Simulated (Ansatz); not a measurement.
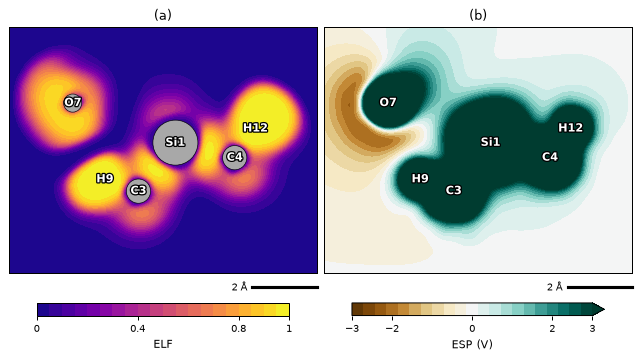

C2H8Si···H2O. (a) ELF; (b) electrostatic potential on the plane of atoms Si1, C3 and H9. Grey discs cover the atomic cores in the ELF map.

Level of theory: Ansatz, RKS BLYP/def2-SVP.

```xyz
14

Si   -0.0534    0.2776   -0.3802
H     1.4254    0.3553   -0.6676
C    -0.4211   -1.2382    0.6966
C    -0.9958    0.2638   -2.0321
H    -0.4131    1.5340    0.3714
H     2.3792    0.6192    1.6217
O     1.8481    0.6251    2.4428
H    -1.4980   -1.3014    0.9555
H     0.1672   -1.1461    1.6311
H    -0.1351   -2.1805    0.1857
H    -2.0928    0.2403   -1.8662
H    -0.7633    1.1667   -2.6330
H    -0.7263   -0.6257   -2.6383
H     1.2792    1.4097    2.3126
```

**Interpret the plot.**

The plane passes through Si, C, O and H nuclei.
Si1···O7 (3.42 Å): the ELF dips to about 0 between them: a non-bonded, intermolecular contact.
C–Si (1.90 Å): the ELF peaks at about 0.95 between the atoms; a covalent bond.
C–H (1.11 Å): the ELF climbs to about 1 towards the hydrogen, as it does in any bond to H (a covalent bond by its length).
The ELF also peaks beside O7, away from the bonds: lone-pair regions.
Outside the dense part of the complex the potential is most negative (−2.2 V) near O7.
